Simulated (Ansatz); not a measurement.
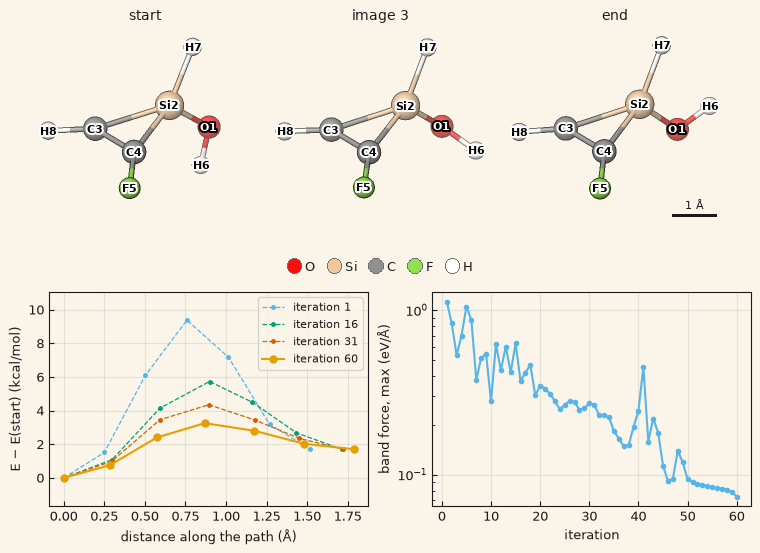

A nudged-elastic-band calculation for C2H3FOSi. Images are numbered from 0 (start) to 6 (end). The plot follows the band through its iterations. A ball-and-stick model, seen from a free direction.

Method: Ansatz 0.2.0, RKS PBE0-D4/def2-SVP. Run with 5 movable images; climbing image; force threshold 0.05 eV/Å; iteration limit 60; optimiser FIRE; largest step 0.5 Å; starting path by image-dependent pair potential.

**How did the profile develop, and is the result final?**

The result isn't final. The band hadn't converged when the run stopped after 60 iterations. The largest component of the band force went from 1.1 to 0.074 eV/Å. The barrier read from it is provisional, though the highest image hardly moved in the last two iterations. The step length is far from the usual. The first iteration put the highest image at 9.38 kcal/mol. The energy climbs by 3.25 kcal/mol to image 3 and then falls by 1.55 kcal/mol, so the end point sits at +1.71 kcal/mol.
